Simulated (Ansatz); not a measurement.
## Electronic structure of C3H5Al in real space

Input

```
crystal:
  periodic: [false, false, false]
  atoms:
    - { symbol: C, position_ang: [-0.5648, 1.3382, -1.0568] }
    - { symbol: Al, position_ang: [0.0831, -0.1141, 0.0443] }
    - { symbol: C, position_ang: [0.2601, -1.8343, 0.5661] }
    - { symbol: C, position_ang: [0.9594, -0.8752, 1.4786] }
    - { symbol: H, position_ang: [-0.6747, 1.0494, -2.1446] }
    - { symbol: H, position_ang: [-1.6225, 1.6864, -0.7099] }
    - { symbol: H, position_ang: [0.0967, 2.2559, -0.986] }
    - { symbol: H, position_ang: [0.1188, -2.8571, 0.3446] }
    - { symbol: H, position_ang: [1.4325, -0.6953, 2.4466] }
basis:
  gaussian:
    orbitals: "6-31G*"
hamiltonian:
  xc: pbe0
output:
  orbitals: {}
```

Command:

```sh
python c3h5al_energy.py
```

The calculation used SCF PBE0, Gaussian basis (Ansatz).

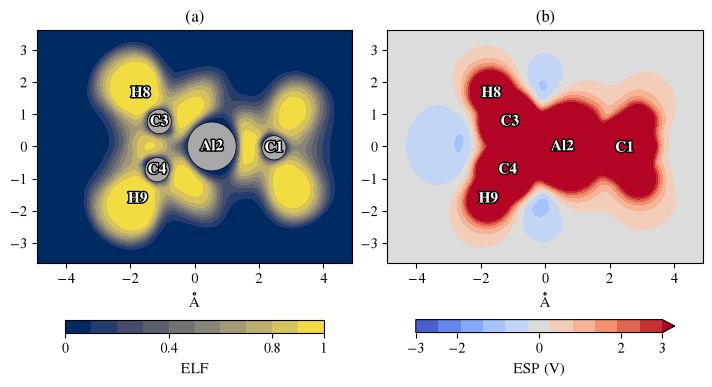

Figure 1. (a) electron localisation function; (b) electrostatic potential on the plane of atoms C3, Al2 and C4. Grey discs cover the atomic cores in the ELF map.

Read the bonding off the picture.

Answer. The plane passes through C, Al and H nuclei. C–C (1.50 Å): the ELF peaks at about 0.85 between the atoms, as expected for a covalent bond. C–Al (1.81 Å): the ELF peaks at about 0.85 in the valence shell of C, 0.7 Å from its nucleus, and is about 0.55 at the midpoint. C–H (1.06 Å): the ELF climbs to about 1 towards the hydrogen, as it does in any bond to H: an ordinary covalent bond to hydrogen. C–Al (1.93 Å): the ELF peaks at about 0.95 between the atoms (a shared but strongly polarised pair). Outside the dense part of the molecule the potential is most negative (−1.1 V) near C4.

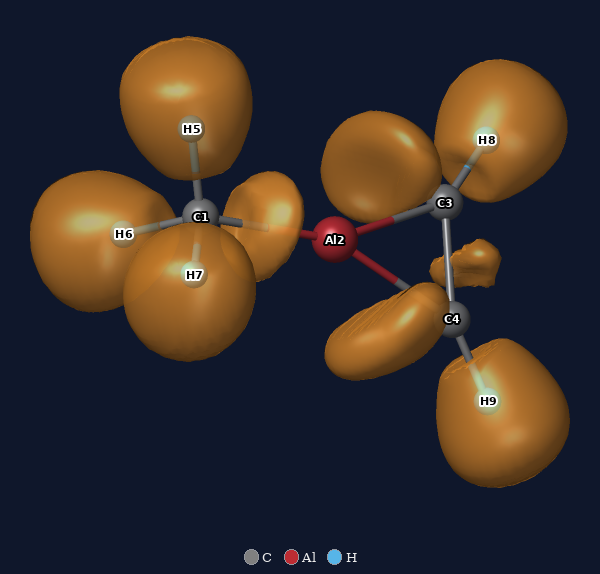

Figure 2. Isosurface of the ELF at 0.85 (orange), seen at a tilt. Core shells and regions of very low density are left out.

Identify the bonds, lone pairs and shells in this picture.

Answer. The surface consists of one region between bonded Al–C atoms (shared pairs), one region between bonded C–C atoms (shared pairs), five regions around hydrogen nuclei and two lobes on Al, pointing away from the bonds (lone pairs).

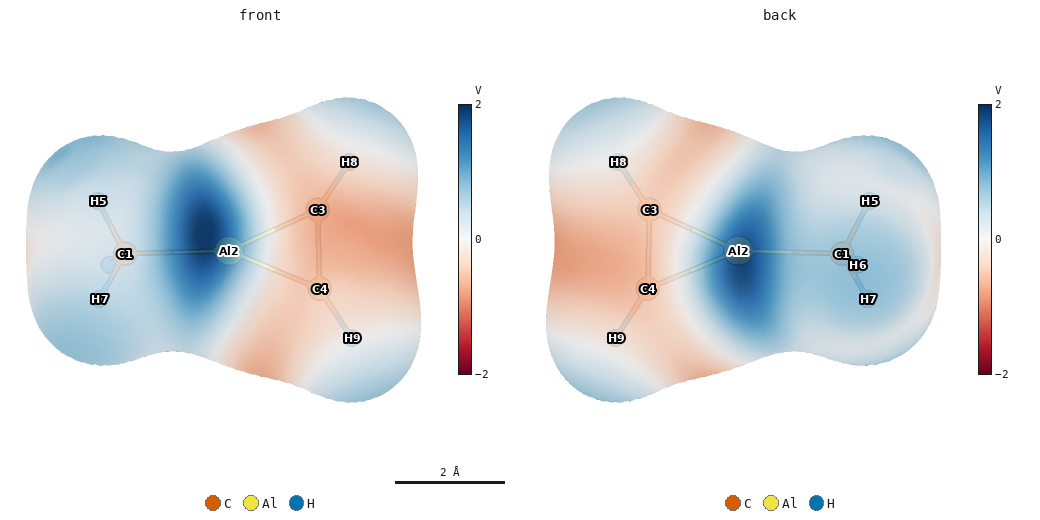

Figure 3. The molecular electrostatic potential painted on the density surface at 0.002 e/bohr³, seen from the front and from behind; the colour scale runs from red (negative) to blue (positive).

Which sites attract a positive test charge, and which a negative one?

Answer. A positive charge is drawn to the negative regions and a negative charge to the positive ones. The most negative region (about −0.8 V) lies over C3 and C4, the most positive (about +1.9 V) over Al2.
